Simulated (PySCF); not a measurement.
# ClF₃: structure of the singlet

The task is one start of a wider search on ClF₃: the singlet, from a trigonal pyramidal start. It is relaxed, tested by its Hessian and followed downhill if it is a saddle.

Program: PySCF 2.14.0. Level of theory: PBE0, basis Cl def2-SVP, F def2-SVP, no relativity, density fitting. These are calculated values, not measurements.

## (1) Where the work starts

4 atoms, charge 0, spin multiplicity 1.

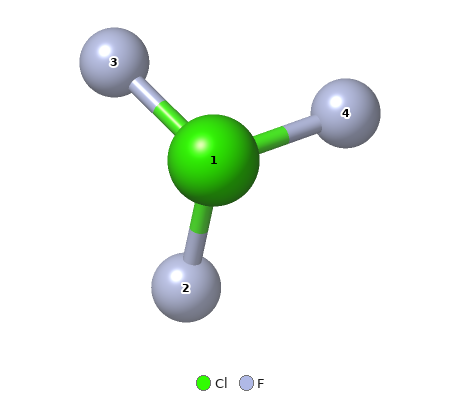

As it starts; chlorine green, fluorine light blue; atoms are numbered from 1 in the order of the file.

```xyz
4
charge 0 multiplicity 1
Cl    0.0000    0.0000   -0.4742
F     1.4392    0.0000    0.2910
F    -0.7196    1.2464    0.2910
F    -0.7196   -1.2464    0.2910
```

## (2) Relaxation: trigonal pyramidal start, singlet

The steps below are one call of a driver around PySCF. For each, scf.py gives the equivalent set-up of the SCF; relaxations use the driver's own optimiser. Before each start the driver seeks the lowest SCF state from one or more starting densities and follows internal instabilities, so scf.py alone need not reach the same state.

The program finds C3v symmetry in the start, which this walk keeps. The walk stops when the largest gradient is under 0.0003 Eh/bohr and the energy has settled too.

The input, scf.py:

```python
from pyscf import gto, scf, dft
mol = gto.M(atom='''
Cl    -0.000000     0.000000    -0.474237
F      1.439209    -0.000008     0.290963
F     -0.719598     1.246396     0.290963
F     -0.719612    -1.246388     0.290963''',
    basis={'Cl': 'def2-SVP', 'F': 'def2-SVP'},
    charge=0, spin=0)
mf = dft.RKS(mol, xc='PBE0')
mf.grids.atom_grid = (50, 194)
aux = {'Cl': 'def2-universal-JKFIT', 'F': 'def2-universal-JKFIT'}
mf = mf.density_fit(auxbasis=aux)
mf.kernel()
```

Energy and gradient, step by step:

```
step  energy (Eh)  change (kJ/mol)  largest symmetric gradient (Eh/bohr)
   0  -758.442459             0.00                               0.22367
   1  -758.505513          -165.55                               0.02988
   2  -758.507649          -171.16                               0.00315
   3  -758.507759          -171.44                               0.00210
   4  -758.507772          -171.48                               0.00053
   5  -758.507773          -171.48                               0.00003
```

The walk took 2.1 s on 4 threads, shared host.

Positions (Å) and forces (eV/Å) along the way, with the part that breaks the symmetry left in:

```
step 0
Cl   0.000   0.000  -0.474  -7.528   0.000 -11.501
F    1.439   0.000   0.291   3.830   0.000   6.507
F   -0.720   1.246   0.291   1.849   3.871   2.497
F   -0.720  -1.246   0.291   1.849  -3.871   2.497
step 1
Cl   0.000   0.000  -0.686  -3.731   0.001  -1.537
F    1.435   0.000   0.362   0.360   0.000   2.337
F   -0.717   1.242   0.362   1.686   0.766  -0.401
F   -0.717  -1.242   0.362   1.685  -0.767  -0.400
step 3
Cl   0.000   0.000  -0.743  -3.076   0.000  -0.108
F    1.399   0.000   0.381   0.267   0.000   1.693
F   -0.700   1.212   0.381   1.405   0.738  -0.793
F   -0.700  -1.212   0.381   1.405  -0.738  -0.793
step 5
Cl   0.000   0.000  -0.746  -3.030   0.000  -0.001
F    1.402   0.000   0.381   0.206   0.000   1.634
F   -0.701   1.214   0.381   1.412   0.696  -0.816
F   -0.701  -1.214   0.381   1.412  -0.696  -0.816
```

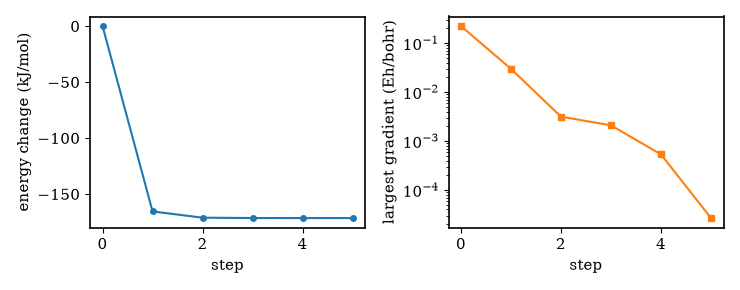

Energy and largest gradient along the walk.

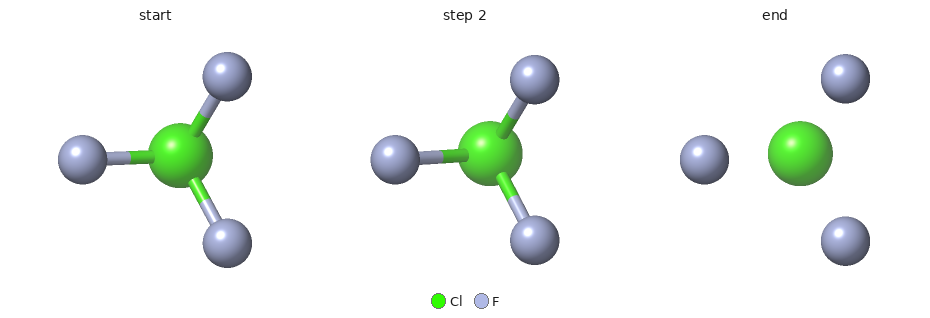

The geometry along the walk, at one scale.

It settles in C3v symmetry, 171.5 kJ/mol below the start, after 5 steps: Cl–F 1.799 Å (×3); F–Cl–F 84.9° (×3). A gradient of 0.0590 Eh/bohr that breaks the symmetry is left: this electronic state wants a lower symmetry.

## (3) Releasing the symmetry

The geometry is nudged along the force that breaks the symmetry.

The program finds Cs symmetry in the start, which may break.

scf.py, as its differences from that of step 2:

```diff
@@ -3,4 +3,4 @@
-Cl    -0.000000     0.000000    -0.474237
-F      1.439209    -0.000008     0.290963
-F     -0.719598     1.246396     0.290963
-F     -0.719612    -1.246388     0.290963''',
+Cl    -0.054955     0.000000    -0.688339
+F      1.413431    -0.000008     0.488990
+F     -0.656133     1.264492     0.388990
+F     -0.656147    -1.264485     0.388990''',
```

Steps of the walk:

```csv
step,energy (Eh),change (kJ/mol),largest gradient (Eh/bohr)
0,-758.525365,0.00,0.04770
1,-758.556478,-81.69,0.05829
2,-758.594416,-181.29,0.06124
3,-758.632321,-280.81,0.05453
4,-758.649858,-326.85,0.02341
5,-758.653151,-335.50,0.01663
6,-758.653669,-336.86,0.00372
7,-758.653699,-336.94,0.00512
8,-758.653791,-337.18,0.00047
9,-758.653792,-337.18,0.00025
```

The walk took 3.7 s.

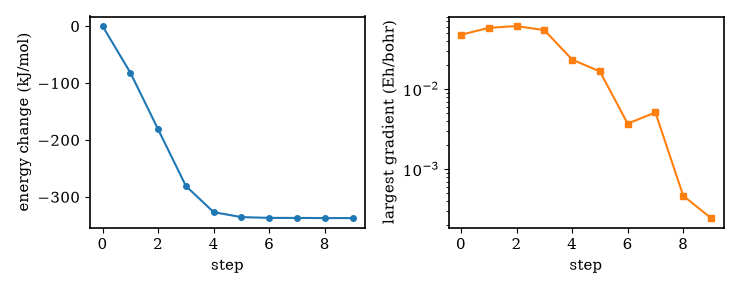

How energy and gradient fall.

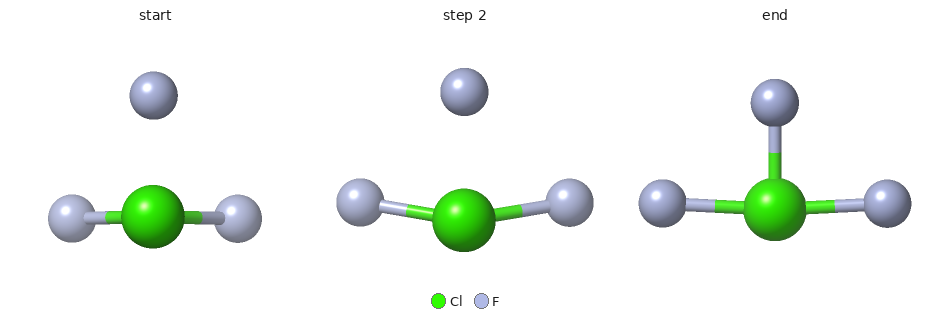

The geometry along the walk, at one scale.

After 9 steps and 337.2 kJ/mol it ends at C2v: Cl–F 1.630 Å, Cl–F 1.716 Å (×2); F–Cl–F 87.0° (×2), F–Cl–F 174.0°.

## (4) Vibrations and properties at this point

The point is checked on the finer grid, and tightened if its gradient asks for it. The Hessian and the dipole derivatives come from central differences of analytic gradients, with steps of 0.01 bohr.

scf.py, as its differences from that of step 3:

```diff
@@ -3,4 +3,4 @@
-Cl    -0.054955     0.000000    -0.688339
-F      1.413431    -0.000008     0.488990
-F     -0.656133     1.264492     0.388990
-F     -0.656147    -1.264485     0.388990''',
+Cl    -0.345858    -0.000174    -0.147291
+F      1.154606     0.000581     0.491714
+F     -0.260519     1.713642    -0.110954
+F     -0.259064    -1.713903    -0.110322''',
@@ -10 +10 @@
-mf.grids.atom_grid = (50, 194)
+mf.grids.atom_grid = (75, 302)
```

The driver hands on the density of the step before, so the log starts near convergence.

SCF at the final geometry:

```text
init E= -758.653756220178
  HOMO = -0.35886034662557  LUMO = -0.145772263136508  gap/eV = 5.79842
cycle= 1 E= -758.653756219455  delta_E= 7.23e-10  |g|= 7.81e-05  |ddm|= 8.15e-05
  HOMO = -0.35885348451969  LUMO = -0.145781275322612  gap/eV = 5.79799
cycle= 2 E= -758.653756216895  delta_E= 2.56e-09  |g|= 0.000144  |ddm|= 0.000149
  HOMO = -0.358857462141465  LUMO = -0.145774962656902  gap/eV = 5.79827
cycle= 3 E= -758.653756220498  delta_E= -3.6e-09  |g|= 8.9e-06  |ddm|= 9.87e-05
  HOMO = -0.358857630213444  LUMO = -0.145775012225298  gap/eV = 5.79827
cycle= 4 E= -758.653756220511  delta_E= -1.33e-11  |g|= 1.21e-06  |ddm|= 7.12e-06
  HOMO = -0.358857708410945  LUMO = -0.145775250781716  gap/eV = 5.79827
Extra cycle  E= -758.653756220515  delta_E= -3.64e-12  |g|= 2.2e-06  |ddm|= 2.59e-06
converged SCF energy = -758.653756220515
```

The whole step took 7.3 s.

Geometry: C2v; Cl–F 1.631 Å, Cl–F 1.716 Å (×2); F–Cl–F 86.9° (×2), F–Cl–F 173.8°.

Harmonic modes (main isotopes):

```tsv
symmetry	ω (cm⁻¹)	IR (km/mol)	type
b1	307	21.4	bend
a1	323	16.1	bend
b2	418	1.7	bend
a1	531	2.8	stretch
b2	739	406	stretch
a1	749	41.6	stretch
```

Every mode is real; the point is a minimum.

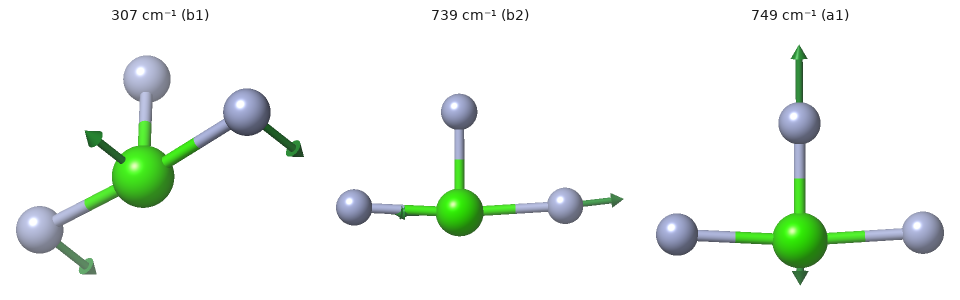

Displacements of 3 of the modes, as arrows (one member where a mode is degenerate).

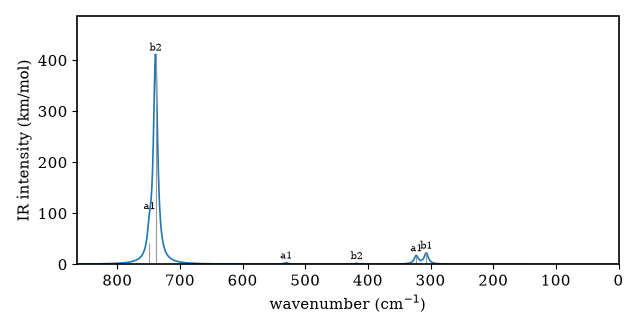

The harmonic infrared spectrum (widths in cm⁻¹). Lines are broadened to a width of 8 cm⁻¹ (Lorentzian).

Constants and moments:

- Dipole moment: 0.94 D
- Highest occupied level: -9.77 eV
- Lowest empty level: -3.97 eV
- Rotational constants: 0.4449, 0.1511, 0.1128 cm⁻¹
- Zero-point energy: 18.3 kJ/mol
- Principal polarisabilities: 8.7, 16.9, 31.4 bohr³
- Atomisation energy without zero-point energy: 441 kJ/mol
- Principal traceless quadrupole moments about the centre of mass: -7.47, 3.40, 4.07 D Å
- Entropy at 298.15 K and 1 bar: 283.1 J/(mol K)
- Heat capacity Cp at 298.15 K: 64.2 J/(mol K)
- Enthalpy at 298.15 K above 0 K: 13.83 kJ/mol
- Rotational symmetry number: 2

Populations by atom (charges in e):

```
atom  Mulliken  Löwdin  polar tensor  Mayer order to Cl1
 Cl1      0.95    0.95          1.57                   –
  F2     -0.22   -0.22         -0.31                0.87
F3,4     -0.37   -0.37         -0.63                0.74
```

Outer orbital energies (eV). occupied: -15.62, -13.89, -12.73, -11.98, -11.97, -11.45, -10.84, -9.77; empty: -3.97, -1.29, 10.22, 15.17.

Mulliken populations on Cl1: s 5.93, p 9.86, d 0.26.

## (5) Stability of the closed shell

At the lowest minimum the closed shell is tested against spin polarisation, on the (50, 194) grid. It is stable.

## (6) Results

| quantity | value |
| --- | --- |
| minimum | singlet, C2v |
| geometry | Cl–F 1.631 Å, Cl–F 1.716 Å (×2); F–Cl–F 86.9° (×2), F–Cl–F 173.8° |
| wavenumbers (cm⁻¹) | 307 (b1), 323 (a1), 418 (b2), 531 (a1), 739 (b2), 749 (a1) |
| dipole moment | 0.94 D |
| highest occupied, lowest empty level | -9.77, -3.97 eV |
| polar-tensor charge of Cl1 | +1.57 e |
| zero-point energy | 18.3 kJ/mol |
| entropy at 298.15 K | 283.1 J/(mol K) |
| atomisation energy (no zero-point energy) | 441 kJ/mol |

What this shows: The trigonal pyramidal start (C3v) ends in a minimum of C2v symmetry. The strongest infrared band lies at 739 cm⁻¹ (b2, stretch). Other starts or spin states, not run here, may lie lower.

The search up to here took 15 s on 4 threads, shared host.
